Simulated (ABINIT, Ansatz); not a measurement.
# InGaN2 (P3m1): G0W0 with ABINIT, start to end, part 2 of 3

Aim: the G0W0 gap of InGaN2 (P3m1) on LDA, step by step.

ABINIT 10.8.3; LDA and many-body steps on it, plane waves. Known limits of the many-body steps: not at the basis limit; screening runs away on this mesh; no spin-orbit coupling; coarse k mesh.

So far. Step 2 (Ground state): The gap is direct, at Γ.

### Step 3. Bands along the symmetry lines

Level of this step: DFT, LDA, plane waves, norm-conserving pseudopotentials (ABINIT).

The cheap functional maps the bands first; the places of the edges decide which points the dearer methods must see.

Input file run.abi:

```
acell 3*1.0 Angstrom
rprim 
  3.399288205422 -0.000000000005 0.000000000000
  -1.699644102707 2.943869940683 0.000000000000
  0.000000000000 0.000000000000 5.551613000000
ntypat 3
znucl 49 31 7
natom 4
typat 1 2 3 3
xred 
  0.000000000000 0.000000000000 0.998402000000
  0.666666666667 0.333333333333 0.495356000000
  0.666666666667 0.333333333333 0.145617000000
  0.000000000000 0.000000000000 0.602224000000
pp_dirpath "pseudos"
pseudos "In.upf, Ga.upf, N.upf"
ecut 45
iscf -2
irdden 1
kptopt 0
nkpt 75
kpt 
  0.00000000 0.00000000 0.00000000
  0.06250000 0.00000000 0.00000000
  0.12500000 0.00000000 0.00000000
  0.18750000 0.00000000 0.00000000
  0.25000000 0.00000000 0.00000000
  0.31250000 0.00000000 0.00000000
  0.37500000 0.00000000 0.00000000
  0.43750000 0.00000000 0.00000000
  0.50000000 0.00000000 0.00000000
  0.47916667 0.04166667 0.00000000
  0.45833333 0.08333333 0.00000000
  0.43750000 0.12500000 0.00000000
  0.41666666 0.16666666 0.00000000
  0.39583333 0.20833333 0.00000000
  0.37500000 0.25000000 0.00000000
  0.35416666 0.29166666 0.00000000
  0.33333333 0.33333333 0.00000000
  0.29166666 0.29166666 0.00000000
  0.25000000 0.25000000 0.00000000
  0.20833333 0.20833333 0.00000000
  0.16666666 0.16666666 0.00000000
  0.12500000 0.12500000 0.00000000
  0.08333333 0.08333333 0.00000000
  0.04166667 0.04166667 0.00000000
  0.00000000 0.00000000 0.00000000
  0.00000000 0.00000000 0.06250000
  0.00000000 0.00000000 0.12500000
  0.00000000 0.00000000 0.18750000
  0.00000000 0.00000000 0.25000000
  0.00000000 0.00000000 0.31250000
  0.00000000 0.00000000 0.37500000
  0.00000000 0.00000000 0.43750000
  0.00000000 0.00000000 0.50000000
  0.06250000 0.00000000 0.50000000
  0.12500000 0.00000000 0.50000000
  0.18750000 0.00000000 0.50000000
  0.25000000 0.00000000 0.50000000
  0.31250000 0.00000000 0.50000000
  0.37500000 0.00000000 0.50000000
  0.43750000 0.00000000 0.50000000
  0.50000000 0.00000000 0.50000000
  0.47916667 0.04166667 0.50000000
  0.45833333 0.08333333 0.50000000
  0.43750000 0.12500000 0.50000000
  0.41666666 0.16666666 0.50000000
  0.39583333 0.20833333 0.50000000
  0.37500000 0.25000000 0.50000000
  0.35416666 0.29166666 0.50000000
  0.33333333 0.33333333 0.50000000
  0.29166666 0.29166666 0.50000000
  0.25000000 0.25000000 0.50000000
  0.20833333 0.20833333 0.50000000
  0.16666666 0.16666666 0.50000000
  0.12500000 0.12500000 0.50000000
  0.08333333 0.08333333 0.50000000
  0.04166667 0.04166667 0.50000000
  0.00000000 0.00000000 0.50000000
  0.50000000 0.00000000 0.50000000
  0.50000000 0.00000000 0.43750000
  0.50000000 0.00000000 0.37500000
  0.50000000 0.00000000 0.31250000
  0.50000000 0.00000000 0.25000000
  0.50000000 0.00000000 0.18750000
  0.50000000 0.00000000 0.12500000
  0.50000000 0.00000000 0.06250000
  0.50000000 0.00000000 0.00000000
  0.33333333 0.33333333 0.50000000
  0.33333333 0.33333333 0.43750000
  0.33333333 0.33333333 0.37500000
  0.33333333 0.33333333 0.31250000
  0.33333333 0.33333333 0.25000000
  0.33333333 0.33333333 0.18750000
  0.33333333 0.33333333 0.12500000
  0.33333333 0.33333333 0.06250000
  0.33333333 0.33333333 0.00000000
istwfk *1
nband 33
nbdbuf 2
tolwfr 1e-08
nstep 40
prtwf 0
prtvol 0
indata_prefix "in"
outdata_prefix "out"
tmpdata_prefix "tmp"
```

On the command line:

```
> OMP_NUM_THREADS=1 mpirun -n 4 abinit run.abi > log
```

Numbers of over 12 decimals in the logs are rounded to 6 here.

The program printed:

```text
.Version 10.8.3 of ABINIT. v10.8.2 released Aug 2026.

 Symmetries : space group P3 m 1 (#156); Bravais hP (primitive hexag.)
[... echo of the input left out ...]
== DATASET  1 ==================================================================
-   mpi_nproc: 4, omp_nthreads: 1 (-1 if OMP is not activated)

--- !DatasetInfo
iteration_state: {dtset: 1, }
dimensions: {natom: 4, nkpt: 75, mband: 33, nsppol: 1, nspinor: 1, nspden: 1, mpw: 5444, }
cutoff_energies: {ecut:  45.0, pawecutdg:  -1.0, }
electrons: {nelect:   5.20000000E+01, charge:   0.00000000E+00, occopt:   1.00000000E+00, tsmear:   1.00000000E-02, }

 Real(R)+Recip(G) space primitive vectors, cartesian coordinates (Bohr,Bohr^-1):
 R(1)=  6.4237237  0.0000000  0.0000000  G(1)=  0.1556729  0.0898778  0.0000000
 R(2)= -3.2118619  5.5631079  0.0000000  G(2)=  0.0000000  0.1797556  0.0000000
 R(3)=  0.0000000  0.0000000 10.4910281  G(3)=  0.0000000  0.0000000  0.0953195
 Unit cell volume ucvol=  3.7490600E+02 bohr^3
 Angles (23,13,12)=  9.00000000E+01  9.00000000E+01  1.20000000E+02 degrees

 getcut: wavevector=  0.0000  0.0000  0.0000  ngfft=  40  40  64
         ecut(hartree)=     45.000   => boxcut(ratio)=   2.02018

--- Pseudopotential description ------------------------------------------------
- In Generated using ONCVPSP code by D. R. Hamann
- 49.00000  21.00000  180309                  znucl, zion, pspdat
12 -1012 2 -1 1894                            pspcod,pspxc,lmax,lloc,mmax
     nproj     2     2     2
  pspatm : epsatm=   33.93291270
         --- l  ekb(1:nproj) -->
             0    8.377455   -0.565121
             1    2.447487   -1.211193
             2   -3.400789   -0.970230
 pspatm: atomic psp has been read  and splines computed

- Ga Generated using ONCVPSP code by D. R. Hamann
- 31.00000  21.00000  180309                  znucl, zion, pspdat
12 -1012 2 -1 1858                            pspcod,pspxc,lmax,lloc,mmax
     nproj     2     2     2
  pspatm : epsatm=   21.89818218
         --- l  ekb(1:nproj) -->
[...]
pspatm: atomic psp has been read  and splines computed

- N Generated using ONCVPSP code by D. R. Hamann
-  7.00000   5.00000  180309                  znucl, zion, pspdat
12 -1012 1 -1 1058                            pspcod,pspxc,lmax,lloc,mmax
     nproj     2     2     0
  pspatm : epsatm=    5.30777321
         --- l  ekb(1:nproj) -->
[...]
pspatm: atomic psp has been read  and splines computed

--------------------------------------------------------------------------------

================================================================================
 prteigrs : about to open file out_EIG
 Non-SCF case, kpt    1 (  0.00000  0.00000  0.00000), residuals and eigenvalues=
  4.32E-09  9.48E-09  1.51E-09  8.80E-09  6.18E-09  2.75E-09  5.62E-09  9.57E-09
  9.50E-09  1.86E-09  4.72E-09  6.10E-09  5.84E-09  7.46E-09  4.21E-09  2.11E-09
[...]
3.74E-05
[...]
Non-SCF case, kpt   74 (  0.33333  0.33333  0.06250), residuals and eigenvalues=
[...]
Non-SCF case, kpt   75 (  0.33333  0.33333  0.00000), residuals and eigenvalues=
[...]
-1.9791E-01 -1.7364E-01  2.4548E-02  5.1462E-02  5.4392E-02  1.1984E-01
  1.2742E-01  1.3843E-01  3.9154E-01  4.4184E-01  4.4236E-01  4.9105E-01
[...]
--- !ResultsGS
iteration_state: {dtset: 1, }
comment   : Summary of ground state results
lattice_vectors:
- [  6.4237237,  -0.0000000,   0.0000000, ]
- [ -3.2118619,   5.5631079,   0.0000000, ]
- [  0.0000000,   0.0000000,  10.4910281, ]
lattice_lengths: [   6.42372,    6.42372,   10.49103, ]
lattice_angles: [ 90.000,  90.000, 120.000, ] # degrees, (23, 13, 12)
lattice_volume:   3.7490600E+02
convergence: {deltae:  0.000E+00, res2:  0.000E+00, residm:  9.996E-09, diffor:  0.000E+00, }
etotal    :  -4.68052064E+02
entropy   :   0.00000000E+00
fermie    :   2.23193896E-01
cartesian_stress_tensor: null
pressure_GPa: null
xred      :
- [  0.0000E+00,   0.0000E+00,   9.9840E-01, In]
- [  6.6667E-01,   3.3333E-01,   4.9536E-01, Ga]
- [  6.6667E-01,   3.3333E-01,   1.4562E-01,  N]
- [  0.0000E+00,   0.0000E+00,   6.0222E-01,  N]
cartesian_forces: null
force_length_stats: {min: null, max: null, mean: null, }

 Integrated electronic density in atomic spheres:
 ------------------------------------------------
 Atom  Sphere_radius  Integrated_density
[...]
================================================================================

 ----iterations are completed or convergence reached----

 Mean square residual over all n,k,spin=   49.813E-10; max=  99.964E-10
 reduced coordinates (array xred) for    4 atoms
[...]
0.666666666667      0.333333333333      0.145617000000
       0.000000000000      0.000000000000      0.602224000000

 cartesian coordinates (angstrom) at end:
    1      0.000000     0.000000     5.542742
    2      1.699644     0.981290     2.750025
    3      1.699644     0.981290     0.808409
    4      0.000000     0.000000     3.343315
 length scales=  1.889726125908  1.889726125908  1.889726125908 bohr
              =  1.000000000000  1.000000000000  1.000000000000 angstroms
 prteigrs : about to open file out_EIG
 Eigenvalues (hartree) for nkpt=  75  k points:
 kpt#   1, nband= 33, wtk=  1.00000, kpt=  0.0000  0.0000  0.0000 (reduced coord)
[...]
kpt#   2, nband= 33, wtk=  1.00000, kpt=  0.0625  0.0000  0.0000 (reduced coord)
[...]
kpt#   3, nband= 33, wtk=  1.00000, kpt=  0.1250  0.0000  0.0000 (reduced coord)
[...]
kpt#  74, nband= 33, wtk=  1.00000, kpt=  0.3333  0.3333  0.0625 (reduced coord)
[...]
0.61634
 kpt#  75, nband= 33, wtk=  1.00000, kpt=  0.3333  0.3333  0.0000 (reduced coord)
[...]
-0.25637   -0.25445   -0.19791   -0.17364    0.02455    0.05146    0.05439    0.11984
   0.12742    0.13843    0.39154    0.44184    0.44236    0.49105    0.52464    0.56470
   0.61733

== END DATASET(S) ==============================================================
================================================================================

 -outvars: echo values of variables after computation  --------
            nband          33
             nkpt          75
          spgroup         156
 [... the other variables as echoed above ...]

 Calculation completed.
```

Wall time 100 s (4 MPI ranks of Arm Neoverse N1, shared host); peak memory 0.48 GiB.

This step gave:

```
gap                        : 0.2351 eV
k of the valence top       : 0, 0, 0
k of the conduction bottom : 0, 0, 0
least direct gap           : 0.2351 eV
```

The gap is 0.235 eV, as in the run before at this level.

Electronic bands along the path, in eV, zero at the top of the highest filled band:

```
    point  band 23  band 24  band 25  band 26  band 27  band 28  band 29  band 30
        Γ    -1.16    -0.30     0.00     0.00     0.24     3.07     7.27     8.77
        M    -3.80    -2.58    -2.06    -0.87     3.84     4.67     4.99     7.19
        K    -4.59    -2.81    -2.61    -2.31     4.58     5.95     5.96     7.29
        Γ    -1.16    -0.30     0.00     0.00     0.24     3.07     7.27     8.77
        A    -0.92    -0.92    -0.26    -0.26     2.43     3.04     6.31     8.35
        L    -2.11    -2.10    -1.55    -1.46     3.18     3.68     5.99     7.58
        H    -3.89    -3.41    -1.74    -1.18     5.05     5.30     5.75     6.76
        A    -0.92    -0.92    -0.26    -0.26     2.43     3.04     6.31     8.35
jump to L    -2.11    -2.10    -1.55    -1.46     3.18     3.68     5.99     7.58
        M    -3.80    -2.58    -2.06    -0.87     3.84     4.67     4.99     7.19
jump to H    -3.89    -3.41    -1.74    -1.18     5.05     5.30     5.75     6.76
        K    -4.59    -2.81    -2.61    -2.31     4.58     5.95     5.96     7.29
```

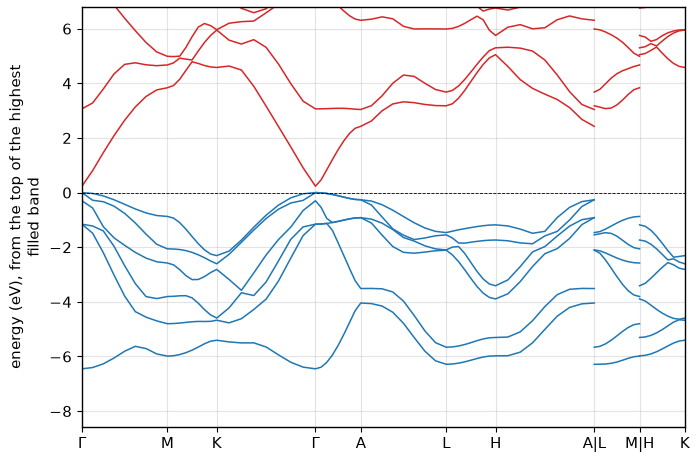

Electronic bands along the path; lines of filled and empty bands in two colours.

### Step 4. Empty states on the mesh, 3×3×2 mesh, 209 bands

The sums over transitions need many empty states on a uniform mesh; this step solves for them.

Input file run.abi:

```
acell 3*1.0 Angstrom
rprim 
  3.399288205422 -0.000000000005 0.000000000000
  -1.699644102707 2.943869940683 0.000000000000
  0.000000000000 0.000000000000 5.551613000000
ntypat 3
znucl 49 31 7
natom 4
typat 1 2 3 3
xred 
  0.000000000000 0.000000000000 0.998402000000
  0.666666666667 0.333333333333 0.495356000000
  0.666666666667 0.333333333333 0.145617000000
  0.000000000000 0.000000000000 0.602224000000
pp_dirpath "pseudos"
pseudos "In.upf, Ga.upf, N.upf"
ecut 45
ngkpt 3 3 2
nshiftk 1
shiftk 0 0 0
kptopt 1
chksymbreak 0
iscf -2
irdden 1
istwfk *1
nband 209
nbdbuf 18
tolwfr 1e-09
nstep 60
prtvol 0
indata_prefix "in"
outdata_prefix "out"
tmpdata_prefix "tmp"
```

The program printed:

```text
.Version 10.8.3 of ABINIT. v10.8.2 released Aug 2026.

 Symmetries : space group P3 m 1 (#156); Bravais hP (primitive hexag.)
[... echo of the input left out ...]
== DATASET  1 ==================================================================
-   mpi_nproc: 4, omp_nthreads: 1 (-1 if OMP is not activated)

--- !DatasetInfo
iteration_state: {dtset: 1, }
dimensions: {natom: 4, nkpt: 6, mband: 209, nsppol: 1, nspinor: 1, nspden: 1, mpw: 5432, }
cutoff_energies: {ecut:  45.0, pawecutdg:  -1.0, }
electrons: {nelect:   5.20000000E+01, charge:   0.00000000E+00, occopt:   1.00000000E+00, tsmear:   1.00000000E-02, }

 Real(R)+Recip(G) space primitive vectors, cartesian coordinates (Bohr,Bohr^-1):
 R(1)=  6.4237237  0.0000000  0.0000000  G(1)=  0.1556729  0.0898778  0.0000000
 R(2)= -3.2118619  5.5631079  0.0000000  G(2)=  0.0000000  0.1797556  0.0000000
 R(3)=  0.0000000  0.0000000 10.4910281  G(3)=  0.0000000  0.0000000  0.0953195
 Unit cell volume ucvol=  3.7490600E+02 bohr^3
 Angles (23,13,12)=  9.00000000E+01  9.00000000E+01  1.20000000E+02 degrees

 getcut: wavevector=  0.0000  0.0000  0.0000  ngfft=  40  40  64
         ecut(hartree)=     45.000   => boxcut(ratio)=   2.02018

--- Pseudopotential description ------------------------------------------------
- In Generated using ONCVPSP code by D. R. Hamann
- 49.00000  21.00000  180309                  znucl, zion, pspdat
12 -1012 2 -1 1894                            pspcod,pspxc,lmax,lloc,mmax
     nproj     2     2     2
  pspatm : epsatm=   33.93291270
         --- l  ekb(1:nproj) -->
             0    8.377455   -0.565121
             1    2.447487   -1.211193
             2   -3.400789   -0.970230
 pspatm: atomic psp has been read  and splines computed

- Ga Generated using ONCVPSP code by D. R. Hamann
- 31.00000  21.00000  180309                  znucl, zion, pspdat
12 -1012 2 -1 1858                            pspcod,pspxc,lmax,lloc,mmax
     nproj     2     2     2
  pspatm : epsatm=   21.89818218
         --- l  ekb(1:nproj) -->
[...]
pspatm: atomic psp has been read  and splines computed

- N Generated using ONCVPSP code by D. R. Hamann
-  7.00000   5.00000  180309                  znucl, zion, pspdat
12 -1012 1 -1 1058                            pspcod,pspxc,lmax,lloc,mmax
     nproj     2     2     0
  pspatm : epsatm=    5.30777321
         --- l  ekb(1:nproj) -->
[...]
pspatm: atomic psp has been read  and splines computed

--------------------------------------------------------------------------------

================================================================================
 prteigrs : about to open file out_EIG
 Non-SCF case, kpt    1 (  0.00000  0.00000  0.00000), residuals and eigenvalues=
  2.59E-10  9.21E-11  1.37E-10  1.60E-10  1.13E-10  2.79E-10  2.24E-10  3.01E-10
  3.42E-10  6.69E-11  4.21E-11  3.01E-11  6.21E-11  5.84E-10  6.20E-11  5.02E-11
  8.24E-11  9.26E-11  6.95E-10  5.23E-11  2.82E-10  4.15E-10  7.74E-10  7.91E-10
[...]
2.19E-03
 -4.9882E+00 -3.9506E+00 -3.1930E+00 -3.1930E+00 -3.1928E+00 -2.4297E+00
 -2.4297E+00 -2.4292E+00 -3.2635E-01 -3.1997E-01 -2.8451E-01 -2.8451E-01
 -2.7918E-01 -2.7918E-01 -2.7892E-01 -2.6621E-01 -2.6621E-01 -2.5262E-01
[...]
4.3870E+00  4.4076E+00  4.4145E+00  4.4312E+00  4.4312E+00  4.4798E+00
  4.4798E+00  4.4910E+00  4.4910E+00  4.5253E+00  4.5253E+00  4.5306E+00
  4.5713E+00  4.5790E+00  4.6019E+00  4.6132E+00  4.6299E+00
 prteigrs : prtvol=0 or 1, do not print more k-points.

--- !ResultsGS
iteration_state: {dtset: 1, }
comment   : Summary of ground state results
lattice_vectors:
- [  6.4237237,  -0.0000000,   0.0000000, ]
- [ -3.2118619,   5.5631079,   0.0000000, ]
- [  0.0000000,   0.0000000,  10.4910281, ]
lattice_lengths: [   6.42372,    6.42372,   10.49103, ]
lattice_angles: [ 90.000,  90.000, 120.000, ] # degrees, (23, 13, 12)
lattice_volume:   3.7490600E+02
convergence: {deltae:  0.000E+00, res2:  0.000E+00, residm:  9.959E-10, diffor:  0.000E+00, }
etotal    :  -4.68052064E+02
entropy   :   0.00000000E+00
fermie    :   2.23193896E-01
cartesian_stress_tensor: null
pressure_GPa: null
xred      :
- [  0.0000E+00,   0.0000E+00,   9.9840E-01, In]
- [  6.6667E-01,   3.3333E-01,   4.9536E-01, Ga]
- [  6.6667E-01,   3.3333E-01,   1.4562E-01,  N]
- [  0.0000E+00,   0.0000E+00,   6.0222E-01,  N]
cartesian_forces: null
force_length_stats: {min: null, max: null, mean: null, }

 Integrated electronic density in atomic spheres:
 ------------------------------------------------
 Atom  Sphere_radius  Integrated_density
[...]
================================================================================

 ----iterations are completed or convergence reached----

 Mean square residual over all n,k,spin=   40.177E-11; max=  99.594E-11
 reduced coordinates (array xred) for    4 atoms
[...]
0.666666666667      0.333333333333      0.145617000000
       0.000000000000      0.000000000000      0.602224000000

 cartesian coordinates (angstrom) at end:
    1      0.000000     0.000000     5.542742
    2      1.699644     0.981290     2.750025
    3      1.699644     0.981290     0.808409
    4      0.000000     0.000000     3.343315
 length scales=  1.889726125908  1.889726125908  1.889726125908 bohr
              =  1.000000000000  1.000000000000  1.000000000000 angstroms
 prteigrs : about to open file out_EIG
 Eigenvalues (hartree) for nkpt=   6  k points:
 kpt#   1, nband=209, wtk=  0.05556, kpt=  0.0000  0.0000  0.0000 (reduced coord)
[...]
4.38700    4.40764    4.41447    4.43123    4.43123    4.47982    4.47982    4.49102
   4.49102    4.52528    4.52530    4.53058    4.57134    4.57903    4.60193    4.61319
   4.62993
 prteigrs : prtvol=0 or 1, do not print more k-points.

== END DATASET(S) ==============================================================
================================================================================

 -outvars: echo values of variables after computation  --------
            nband         209
             nkpt           6
          spgroup         156
 [... the other variables as echoed above ...]

 Calculation completed.
```

Run time: 2.5 min. Hardware: 4 MPI ranks; peak memory 0.41 GiB; 10 min of CPU time.

Numbers from this step:

* gap: 0.2351 eV
* k of the valence top: 0, 0, 0
* k of the conduction bottom: 0, 0, 0
* least direct gap: 0.2351 eV
* k points computed: 6
* lowest point of the top converged band, above the valence top: 107.9593 eV

On this mesh the gap is 0.235 eV.

[end of part 2 of 3]

[Paths, hosts, dates, memory and timing lines, banners, echoed tables and standing remarks are left out of the program output.]

[Logs are printed without paths, hosts, clocks, repeated set-up lines and the standing remarks that a program may print on its own settings, such as how far it seeks lower states.]

[Runs of the session that timed out or met a known fault of the program may be left out.]

[Hosts, paths, dates, database ids (printed as entryN), source tags and the programs' standing remarks are cut or masked in the printed files.]

[G0W0 gaps are taken among the corrected bands and points alone; a level outside them can change the order at an edge.]

[Where Ansatz stands beside ABINIT at settings called matched, ABINIT's density can come from a denser mesh and the files from another edition; pairs whose starting gaps differed by over 0.03 eV were left out, so agreement reads better than it is.]
